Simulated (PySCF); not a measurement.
**GaBr3 (SMILES [Br][Ga]([Br])[Br]) at 5 levels**

Aim: a comparison of 5 runs (HF/3-21G, CAM-B3LYP/6-31G, CAM-B3LYP/cc-pVDZ, B3LYP/6-31G*, BP86/def2-TZVP) of GaBr3. 

The results are computed with PySCF 2.14.0.

## (1) The system as given

GaBr3: 4 atoms, total charge 0, spin state singlet. SMILES: `[Br][Ga]([Br])[Br]`. The shape is that of a PBE0-D4/def2-TZVP optimisation.

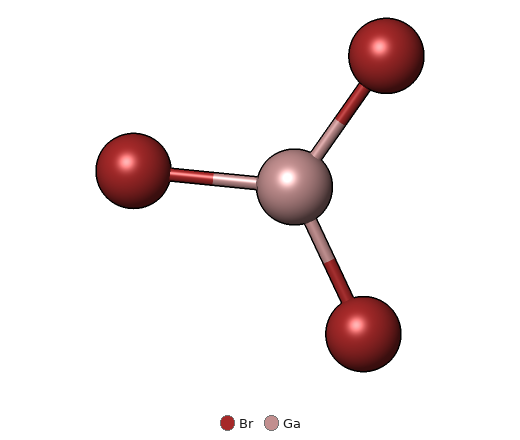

The structure, seen from a chosen angle (bromine red, gallium pink).

## (2) Energy and gradient at HF/3-21G (run 1)

run.py reads:

```python
from pyscf import gto, scf

system = gto.M(
    atom='''
Br    -0.066700     0.548600     2.183000
Ga     0.014000    -0.015100    -0.005100
Br     0.887100    -2.005200    -0.628400
Br    -0.778800     1.411400    -1.569900
''',
    max_memory=1860,
    charge=0,
    spin=0,
    basis='3-21g',
    verbose=4,
)

myscf = scf.RHF(system)
myscf.conv_tol = 1e-10
myscf.kernel()
if not myscf.converged:
    myscf = myscf.newton().run(myscf.mo_coeff, myscf.mo_occ)

energy = myscf.e_tot
print('E(%s) = %.9f' % ('HF', energy))
grad = myscf.nuc_grad_method().kernel()
myscf.analyze()
```

Launch:

```bash
$ OMP_NUM_THREADS=1 python run.py
```

Output:

```text
PySCF version 2.14.0

[INPUT] num. atoms = 4
[INPUT] num. electrons = 136
[INPUT] charge = 0
[INPUT] spin (= nelec alpha-beta = 2S) = 0
[INPUT] symmetry False subgroup None
[INPUT] Mole.unit = angstrom
[INPUT] Symbol           X                Y                Z      unit          X                Y                Z       unit  Magmom
[INPUT]  1 Br    -0.066700000000   0.548600000000   2.183000000000 AA   -0.126044732508   1.036703751936   4.125272129926 Bohr   0.0
[INPUT]  2 Ga     0.014000000000  -0.015100000000  -0.005100000000 AA    0.026456165744  -0.028534864481  -0.009637603235 Bohr   0.0
[INPUT]  3 Br     0.887100000000  -2.005200000000  -0.628400000000 AA    1.676376045102  -3.789278824978  -1.187503896677 Bohr   0.0
[INPUT]  4 Br    -0.778800000000   1.411400000000  -1.569900000000 AA   -1.471718705811   2.667159452211  -2.966681042955 Bohr   0.0

nuclear repulsion = 1258.44775118881
number of shells = 40
number of NR pGTOs = 216
number of NR cGTOs = 88
basis = 3-21g
ecp = {}

[... 51 lines left out ...]
Two-electron Energy =                 5044.953751041044598
[... 10 lines left out ...]
MO #7   energy= -64.799331077146   occ= 2
[... 8 lines left out ...]
MO #16  energy= -57.9859120964711  occ= 2
[... 8 lines left out ...]
MO #25  energy= -7.37438293323341  occ= 2
[... 8 lines left out ...]
MO #34  energy= -4.53588237259964  occ= 2
[... 8 lines left out ...]
MO #43  energy= -3.09938109406555  occ= 2
[... 8 lines left out ...]
MO #52  energy= -1.22010343783406  occ= 2
[... 8 lines left out ...]
MO #61  energy= -0.497144872173213 occ= 2
[... 8 lines left out ...]
MO #70  energy= 0.0436215826329664 occ= 0
[... 8 lines left out ...]
MO #79  energy= 0.816298561941066  occ= 0
[... 8 lines left out ...]
MO #88  energy= 1.10588750014956   occ= 0
[... 56 lines left out ...]
pop of  2 Br 3pz          1.99984
pop of  2 Br 4px          1.83155
pop of  2 Br 4py          1.59223
pop of  2 Br 4pz          1.89253
pop of  2 Br 5px          0.00115
pop of  2 Br 5py          0.00139
pop of  2 Br 5pz          0.00112
pop of  2 Br 3dxy         1.99976
pop of  2 Br 3dyz         1.99982
pop of  2 Br 3dz^2        1.99988
pop of  2 Br 3dxz         1.99996
pop of  2 Br 3dx2-y2      1.99979
pop of  3 Br 1s           2.00000
pop of  3 Br 2s           1.99991
pop of  3 Br 3s           1.99947
pop of  3 Br 4s           1.88101
pop of  3 Br 5s           0.00702
pop of  3 Br 2px          1.99998
pop of  3 Br 2py          1.99998
pop of  3 Br 2pz          1.99998
pop of  3 Br 3px          1.99983
pop of  3 Br 3py          1.99981
pop of  3 Br 3pz          1.99980
pop of  3 Br 4px          1.84258
pop of  3 Br 4py          1.75073
pop of  3 Br 4pz          1.72304
pop of  3 Br 5px          0.00114
pop of  3 Br 5py          0.00124
pop of  3 Br 5pz          0.00127
pop of  3 Br 3dxy         1.99988
pop of  3 Br 3dyz         1.99964
pop of  3 Br 3dz^2        1.99988
pop of  3 Br 3dxz         1.99987
pop of  3 Br 3dx2-y2      1.99994
 ** Mulliken atomic charges  **
charge of    0Br =     -0.20599
charge of    1Ga =      0.61791
charge of    2Br =     -0.20593
charge of    3Br =     -0.20599
Dipole moment(X, Y, Z, Debye):  0.00082, -0.00060, -0.00009
```

Wall time 18 s (1 thread of Intel Xeon at 2.50GHz (Skylake/Cascade Lake), shared host); peak memory 0.18 GiB.

## (3) Energy and gradient at CAM-B3LYP/6-31G (run 2)

calc.py reads:

```python
import pyscf.grad
from pyscf import gto, dft

mol = gto.Mole()
mol.atom = 'Br -0.066700 0.548600 2.183000; Ga 0.014000 -0.015100 -0.005100; Br 0.887100 -2.005200 -0.628400; Br -0.778800 1.411400 -1.569900'
mol.max_memory = 1860
mol.verbose = 4
mol.basis = '6-31g'
mol.build()

mf = dft.RKS(mol)
mf.xc = 'cam-b3lyp'
mf.grids.level = 5
mf.conv_tol = 1e-10
mf.kernel()
if not mf.converged:
    mf = mf.newton().run(mf.mo_coeff, mf.mo_occ)

energy = mf.e_tot
print(f'total energy: {energy:.8f} hartree')
grad = mf.Gradients().kernel()
dip = mf.dip_moment()
pop, q = mf.mulliken_pop()
```

Launch:

```bash
$ OMP_NUM_THREADS=1 python calc.py
```

Output:

```text
PySCF version 2.14.0

[INPUT] num. atoms = 4
[INPUT] num. electrons = 136
[INPUT] charge = 0
[INPUT] spin (= nelec alpha-beta = 2S) = 0
[INPUT] symmetry False subgroup None
[INPUT] Mole.unit = angstrom
[INPUT] Symbol           X                Y                Z      unit          X                Y                Z       unit  Magmom
[INPUT]  1 Br    -0.066700000000   0.548600000000   2.183000000000 AA   -0.126044732508   1.036703751936   4.125272129926 Bohr   0.0
[INPUT]  2 Ga     0.014000000000  -0.015100000000  -0.005100000000 AA    0.026456165744  -0.028534864481  -0.009637603235 Bohr   0.0
[INPUT]  3 Br     0.887100000000  -2.005200000000  -0.628400000000 AA    1.676376045102  -3.789278824978  -1.187503896677 Bohr   0.0
[INPUT]  4 Br    -0.778800000000   1.411400000000  -1.569900000000 AA   -1.471718705811   2.667159452211  -2.966681042955 Bohr   0.0

nuclear repulsion = 1258.44775118881
number of shells = 44
number of NR pGTOs = 360
number of NR cGTOs = 108
basis = 6-31g
ecp = {}

[... 51 lines left out ...]
converged SCF energy = -9646.47872142432
total energy: -9646.47872142 hartree
[... 11 lines left out ...]
Dipole moment(X, Y, Z, Debye):  0.00069, -0.00067, -0.00012
[... 74 lines left out ...]
pop of  2 Br 3dz^2        1.39405
pop of  2 Br 3dxz         1.39438
pop of  2 Br 3dx2-y2      1.39302
pop of  2 Br 4dxy         0.60673
pop of  2 Br 4dyz         0.60646
pop of  2 Br 4dz^2        0.60579
pop of  2 Br 4dxz         0.60557
pop of  2 Br 4dx2-y2      0.60673
pop of  3 Br 1s           1.99997
pop of  3 Br 2s           1.99943
pop of  3 Br 3s           1.99878
pop of  3 Br 4s           1.61416
pop of  3 Br 5s           0.32316
pop of  3 Br 2px          1.99977
pop of  3 Br 2py          1.99975
pop of  3 Br 2pz          1.99975
pop of  3 Br 3px          1.99480
pop of  3 Br 3py          1.99439
pop of  3 Br 3pz          1.99427
pop of  3 Br 4px          1.30886
pop of  3 Br 4py          1.26356
pop of  3 Br 4pz          1.24933
pop of  3 Br 5px          0.52368
pop of  3 Br 5py          0.41914
pop of  3 Br 5pz          0.38892
pop of  3 Br 3dxy         1.39378
pop of  3 Br 3dyz         1.39302
pop of  3 Br 3dz^2        1.39340
pop of  3 Br 3dxz         1.39366
pop of  3 Br 3dx2-y2      1.39385
pop of  3 Br 4dxy         0.60607
pop of  3 Br 4dyz         0.60654
pop of  3 Br 4dz^2        0.60641
pop of  3 Br 4dxz         0.60618
pop of  3 Br 4dx2-y2      0.60607
 ** Mulliken atomic charges  **
charge of    0Br =     -0.07071
charge of    1Ga =      0.21200
charge of    2Br =     -0.07059
charge of    3Br =     -0.07071
```

Wall time 5.6 min (1 thread of Intel Xeon at 2.50GHz (Skylake/Cascade Lake), shared host); peak memory 1.1 GiB.

Run 3 isn't shown in full; the table further down has it.

## (4) Energy and gradient at B3LYP/6-31G(d) (spherical functions) (run 4)

geometry.xyz reads:

```xyz
4

Br    -0.066700     0.548600     2.183000
Ga     0.014000    -0.015100    -0.005100
Br     0.887100    -2.005200    -0.628400
Br    -0.778800     1.411400    -1.569900
```

input.py reads:

```python
from pyscf import gto, dft

mol = gto.M(
    atom='geometry.xyz',
    verbose=4,
    max_memory=1860,
    basis='6-31g*',
)

calc0 = dft.RKS(mol, xc='b3lyp')
calc0.grids.level = 5
calc0.conv_tol = 1e-10
calc0.kernel()
if not calc0.converged:
    calc0 = calc0.newton().run(calc0.mo_coeff, calc0.mo_occ)

e_tot = calc0.e_tot
print('E = %.10f Eh' % e_tot)
grad = calc0.nuc_grad_method().kernel()
calc0.analyze()
```

Launch:

```bash
$ OMP_NUM_THREADS=1 python input.py
```

Output:

```text
PySCF version 2.14.0

[INPUT] num. atoms = 4
[INPUT] num. electrons = 136
[INPUT] charge = 0
[INPUT] spin (= nelec alpha-beta = 2S) = 0
[INPUT] symmetry False subgroup None
[INPUT] Mole.unit = angstrom
[INPUT] Symbol           X                Y                Z      unit          X                Y                Z       unit  Magmom
[INPUT]  1 Br    -0.066700000000   0.548600000000   2.183000000000 AA   -0.126044732508   1.036703751936   4.125272129926 Bohr   0.0
[INPUT]  2 Ga     0.014000000000  -0.015100000000  -0.005100000000 AA    0.026456165744  -0.028534864481  -0.009637603235 Bohr   0.0
[INPUT]  3 Br     0.887100000000  -2.005200000000  -0.628400000000 AA    1.676376045102  -3.789278824978  -1.187503896677 Bohr   0.0
[INPUT]  4 Br    -0.778800000000   1.411400000000  -1.569900000000 AA   -1.471718705811   2.667159452211  -2.966681042955 Bohr   0.0

nuclear repulsion = 1258.44775118881
number of shells = 48
number of NR pGTOs = 380
number of NR cGTOs = 128
basis = 6-31g*
ecp = {}

[... 66 lines left out ...]
Nuclear Repulsion Energy =            1258.447751188813072
[... 13 lines left out ...]
MO #8   energy= -56.3491925043225  occ= 2
[... 11 lines left out ...]
MO #20  energy= -40.7884257021697  occ= 2
[... 11 lines left out ...]
MO #32  energy= -6.54506358301078  occ= 2
[... 11 lines left out ...]
MO #44  energy= -2.64590134790594  occ= 2
[... 11 lines left out ...]
MO #56  energy= -0.921164045937424 occ= 2
[... 11 lines left out ...]
MO #68  energy= -0.306802114306353 occ= 2
[... 11 lines left out ...]
MO #80  energy= 0.308096593542497  occ= 0
[... 11 lines left out ...]
MO #92  energy= 0.509519869531984  occ= 0
[... 11 lines left out ...]
MO #104 energy= 0.844369145242551  occ= 0
[... 11 lines left out ...]
MO #116 energy= 4.68843757983055   occ= 0
[... 11 lines left out ...]
MO #128 energy= 4.91745783669975   occ= 0
[... 96 lines left out ...]
pop of  2 Br 5dxz         0.00002
pop of  2 Br 5dx2-y2      0.00009
pop of  3 Br 1s           2.00000
pop of  3 Br 2s           1.99994
pop of  3 Br 3s           1.99928
pop of  3 Br 4s           1.89303
pop of  3 Br 5s           0.00442
pop of  3 Br 2px          2.00000
pop of  3 Br 2py          2.00000
pop of  3 Br 2pz          2.00000
pop of  3 Br 3px          1.99988
pop of  3 Br 3py          1.99987
pop of  3 Br 3pz          1.99986
pop of  3 Br 4px          1.82449
pop of  3 Br 4py          1.73357
pop of  3 Br 4pz          1.70585
pop of  3 Br 5px          0.00134
pop of  3 Br 5py          0.00304
pop of  3 Br 5pz          0.00353
pop of  3 Br 3dxy         1.99986
pop of  3 Br 3dyz         1.99984
pop of  3 Br 3dz^2        1.99986
pop of  3 Br 3dxz         1.99986
pop of  3 Br 3dx2-y2      1.99987
pop of  3 Br 4dxy         0.00167
pop of  3 Br 4dyz         0.00463
pop of  3 Br 4dz^2        0.00157
pop of  3 Br 4dxz         0.00208
pop of  3 Br 4dx2-y2      0.00127
pop of  3 Br 5dxy         0.00005
pop of  3 Br 5dyz         0.00011
pop of  3 Br 5dz^2        0.00006
pop of  3 Br 5dxz         0.00006
pop of  3 Br 5dx2-y2      0.00004
 ** Mulliken atomic charges  **
charge of    0Br =     -0.17890
charge of    1Ga =      0.53664
charge of    2Br =     -0.17884
charge of    3Br =     -0.17890
Dipole moment(X, Y, Z, Debye):  0.00060, -0.00071, -0.00015
```

It took 3.3 min on 1 thread of Intel Xeon at 2.50GHz (Skylake/Cascade Lake), shared host; peak memory 1.4 GiB.

## (5) Energy and forces at BP86/def2-TZVP (run 5)

run.py reads:

```python
import pyscf.grad
from pyscf import gto, dft

mol = gto.M(
    atom=[
    ('Br', (-0.066700, 0.548600, 2.183000)),
    ('Ga', (0.014000, -0.015100, -0.005100)),
    ('Br', (0.887100, -2.005200, -0.628400)),
    ('Br', (-0.778800, 1.411400, -1.569900)),
],
    max_memory=1860,
    verbose=4,
    basis='def2-tzvp',
    charge=0,
)

mf = dft.RKS(mol, xc='bp86')
mf.conv_tol = 1e-10
mf.grids.level = 5
mf.kernel()
if not mf.converged:
    mf = mf.newton().run(mf.mo_coeff, mf.mo_occ)

energy = mf.e_tot
print('E = %.10f Eh' % energy)
grad = mf.Gradients().kernel()
dip = mf.dip_moment()
pop, q = mf.mulliken_pop()
```

Launch:

```bash
$ OMP_NUM_THREADS=1 python run.py
```

Output:

```text
PySCF version 2.14.0

[INPUT] num. atoms = 4
[INPUT] num. electrons = 136
[INPUT] charge = 0
[INPUT] spin (= nelec alpha-beta = 2S) = 0
[INPUT] symmetry False subgroup None
[INPUT] Mole.unit = angstrom
[INPUT] Symbol           X                Y                Z      unit          X                Y                Z       unit  Magmom
[INPUT]  1 Br    -0.066700000000   0.548600000000   2.183000000000 AA   -0.126044732508   1.036703751936   4.125272129926 Bohr   0.0
[INPUT]  2 Ga     0.014000000000  -0.015100000000  -0.005100000000 AA    0.026456165744  -0.028534864481  -0.009637603235 Bohr   0.0
[INPUT]  3 Br     0.887100000000  -2.005200000000  -0.628400000000 AA    1.676376045102  -3.789278824978  -1.187503896677 Bohr   0.0
[INPUT]  4 Br    -0.778800000000   1.411400000000  -1.569900000000 AA   -1.471718705811   2.667159452211  -2.966681042955 Bohr   0.0

nuclear repulsion = 1258.44775118881
number of shells = 64
number of NR pGTOs = 409
number of NR cGTOs = 192
basis = def2-tzvp
ecp = {}

[... 54 lines left out ...]
converged SCF energy = -9648.57659124984
[... 12 lines left out ...]
Dipole moment(X, Y, Z, Debye):  0.00057, -0.00070, -0.00017
[... 158 lines left out ...]
pop of  3 Br 4py          0.45423
pop of  3 Br 4pz          0.44997
pop of  3 Br 5px          0.91294
pop of  3 Br 5py          0.86826
pop of  3 Br 5pz          0.85461
pop of  3 Br 6px          0.45800
pop of  3 Br 6py          0.41429
pop of  3 Br 6pz          0.40136
pop of  3 Br 3dxy         1.78781
pop of  3 Br 3dyz         1.78765
pop of  3 Br 3dz^2        1.78755
pop of  3 Br 3dxz         1.78777
pop of  3 Br 3dx2-y2      1.78780
pop of  3 Br 4dxy         0.20289
pop of  3 Br 4dyz         0.20332
pop of  3 Br 4dz^2        0.20325
pop of  3 Br 4dxz         0.20292
pop of  3 Br 4dx2-y2      0.20283
pop of  3 Br 5dxy         0.00867
pop of  3 Br 5dyz         0.01001
pop of  3 Br 5dz^2        0.00856
pop of  3 Br 5dxz         0.00885
pop of  3 Br 5dx2-y2      0.00847
pop of  3 Br 6dxy         0.00429
pop of  3 Br 6dyz         0.00506
pop of  3 Br 6dz^2        0.00619
pop of  3 Br 6dxz         0.00449
pop of  3 Br 6dx2-y2      0.00443
pop of  3 Br 4f-3         0.00016
pop of  3 Br 4f-2         0.00046
pop of  3 Br 4f-1         0.00053
pop of  3 Br 4f+0         0.00033
pop of  3 Br 4f+1         0.00022
pop of  3 Br 4f+2         0.00044
pop of  3 Br 4f+3         0.00015
 ** Mulliken atomic charges  **
charge of    0Br =     -0.15949
charge of    1Ga =      0.47834
charge of    2Br =     -0.15936
charge of    3Br =     -0.15949
```

Wall time 6.1 min (1 thread of Intel Xeon at 2.50GHz (Skylake/Cascade Lake), shared host); peak memory 2.9 GiB.

## (6) The series

| run | level | integration grid | energy (Eh) | dipole moment (D) | HOMO energy (eV) | LUMO energy (eV) | wall time |
| --- | --- | --- | --- | --- | --- | --- | --- |
| 1 | HF/3-21G | – | -9594.158412 | 0.00 | -11.50 | 1.05 | 18 s |
| 2 | CAM-B3LYP/6-31G | 5 | -9646.478721 | 0.00 | -10.13 | -1.70 | 5.6 min |
| 3 | CAM-B3LYP/cc-pVDZ | 5 | -9647.868896 | 0.00 | -9.85 | -1.13 | 5.8 min |
| 4 | B3LYP/6-31G* (spherical functions) | 5 | -9646.415998 | 0.00 | -8.35 | -2.59 | 3.3 min |
| 5 | BP86/def2-TZVP | 5 | -9648.576591 | 0.00 | -7.52 | -3.25 | 6.1 min |

## (7) Summary of results

| quantity | value |
| --- | --- |
| run 5: total energy | -9648.57659 Eh |
| run 5: dipole moment | 0.00 D |
| run 5: HOMO energy | -7.52 eV |
| run 5: LUMO energy | -3.25 eV |
| run 5: HOMO–LUMO gap | 4.27 eV |
| run 5: largest force on an atom | 0.342 eV/Å |

The HOMO–LUMO gap runs from 4.27 eV (BP86/def2-TZVP) to 12.55 eV (HF/3-21G). The two ends differ in method and basis. Totals of different functionals can't be ranked against each other. All runs together took 21 min, the longest 6.1 min.
